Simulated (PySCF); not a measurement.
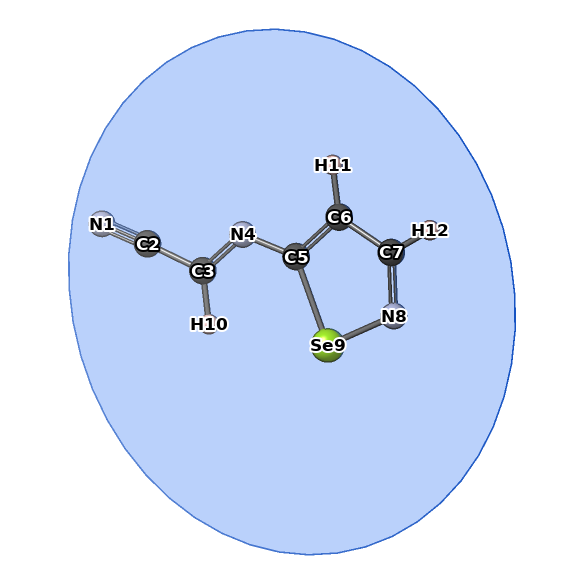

A disc through the centre of mass is drawn in. Distant atoms are faded towards the background colour. The geometry was computed by an optimisation with GFN2-xTB. No frequency run is at hand to confirm it as a minimum.

Is the plane of the disc a mirror plane of the structure?

Answer. Yes. The reflection leaves N1, C2, C3, N4, C5, C6, C7, N8, Se9, H10, H11, H12 in place. The point group is Cs.
